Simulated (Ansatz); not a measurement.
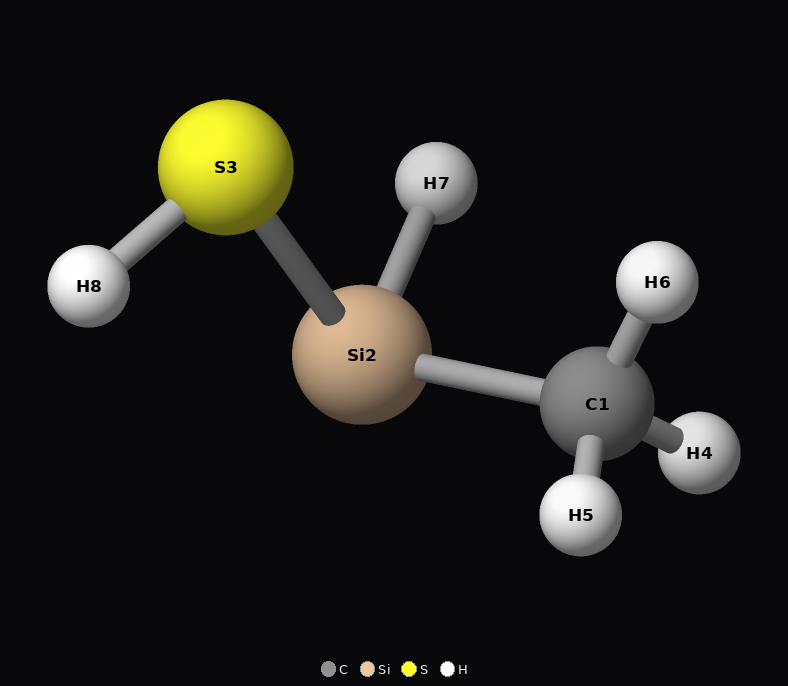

Numbered structure. Charge −1, singlet. The computed structure is the end point of a PBE-D4/def2-SVPD optimisation. No frequency run is at hand to confirm it as a minimum.

### Describe the coordination of atom 1.

C1 has 4 neighbours (Si2 at 1.98, H4 at 1.11, H5 at 1.11, H6 at 1.11 Å); the arrangement is tetrahedral.

### Describe the coordination of atom 2.

Si2 has 3 neighbours (C1 at 1.98, S3 at 2.33, H7 at 1.56 Å); the arrangement is trigonal pyramidal.

### Describe the coordination of atom 3.

S3 has 2 neighbours (Si2 at 2.33, H8 at 1.36 Å); the arrangement is bent.
